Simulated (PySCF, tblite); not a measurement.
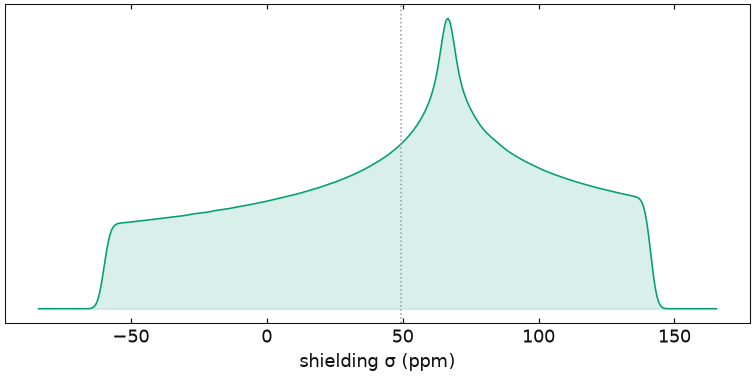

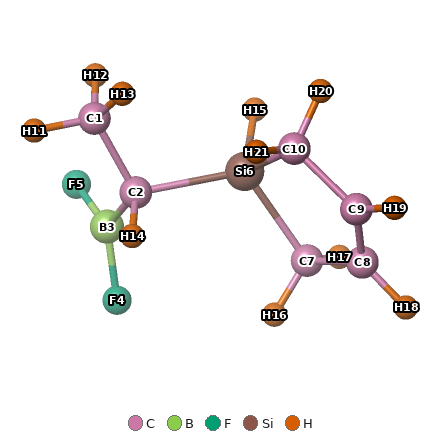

Static powder pattern (¹³C) from GIAO shielding tensors of C₆H₁₁BF₂Si, SMILES C[C@@H](B(F)F)[SiH]1CC=CC1, PBE0/pcSseg-1 in PySCF 2.14.0, at a GFN2-xTB geometry (a minimum by its frequencies); absolute shielding, one fixed geometry of the isolated molecule without any motion, no dipolar terms. The dotted line is the isotropic value; skew is 3(σiso − σ22)/span.

Q: The pattern belongs to C9. Give the principal values, span and skew.

A: C9: σ11, σ22, σ33 = −60, 67, 141 ppm, isotropic 49, span 201 ppm, skew −0.26.

Caveats: the tight-binding geometry is rougher than a DFT one and adds to the error; one conformer of a flexible molecule.
